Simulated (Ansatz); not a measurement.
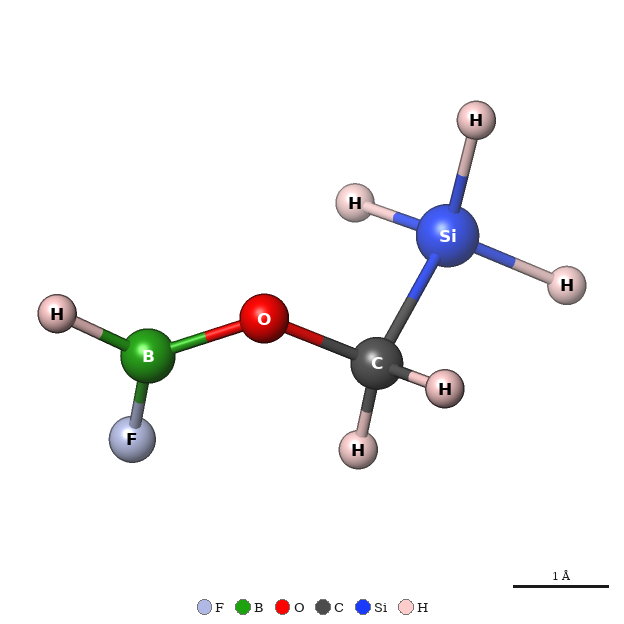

Atoms fade into the background with distance from the viewer. Computed geometry: PBE-D4/def2-SVP optimisation. No frequency run is at hand to confirm it as a minimum. Masses are those of the most abundant isotopes; constants are for the rigid equilibrium geometry.

### Classify the rotor and give the rotational constants (cm⁻¹).

An asymmetric top (C1): A = 0.288, B = 0.0637, C = 0.0593 cm⁻¹. Ray's parameter κ is −0.96, close to the prolate limit.
